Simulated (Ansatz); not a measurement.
## Hypothetical rock salt WGe, pressure series

The parent structure is WGe in the rock salt structure (space group Fm-3m, No. 225; a = 5.0979 Å; a hypothetical phase, not in the database extracts checked).

Cell and atoms are relaxed at each pressure.

All numbers come from Kohn–Sham DFT with the PBEsol functional, run in Ansatz (an electronic-structure program) with PAW and 420 eV plane waves, no spin-orbit coupling, earlier PAW set.

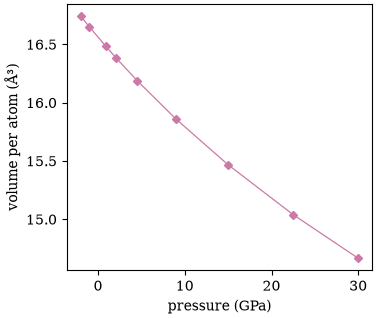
Figure. Volume against pressure

Estimate the zero-pressure bulk modulus from the plot.

About 190 GPa; a third-order Birch–Murnaghan fit to the points gives V₀ = 16.56 Å³/atom, B₀ = 189 GPa and B₀′ = 4.4.

Load acts through the strain it causes; cell and atoms are relaxed under it. Stability against distortions was not tested. Competing high-pressure phases were not computed. The final runs are not spin-polarised. WGe has a high density of states at the Fermi level and may be magnetic at this level.
